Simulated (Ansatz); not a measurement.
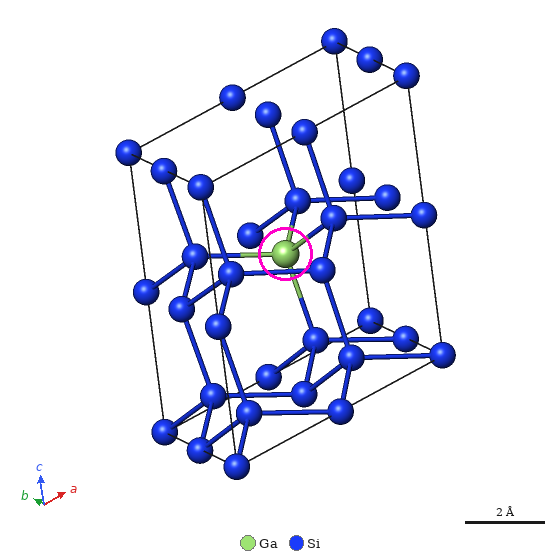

Drawn in the ball-and-stick manner and seen slightly off an axis. The lines enclose the supercell; boundary atoms appear with their images. The host is Si, in a cell of 16 sites, and the cell carries a charge of -1. A ring marks the defect's site.

Which defect is modelled here, and what are its neighbours?

Answer. Gallium on a silicon site (a substitutional impurity). It is bonded to four Si in a tetrahedral arrangement at about 2.4 Å.

The atoms were relaxed in the host's cell with DFT PBE, scalar-relativistic, plane waves, PAW (Ansatz).
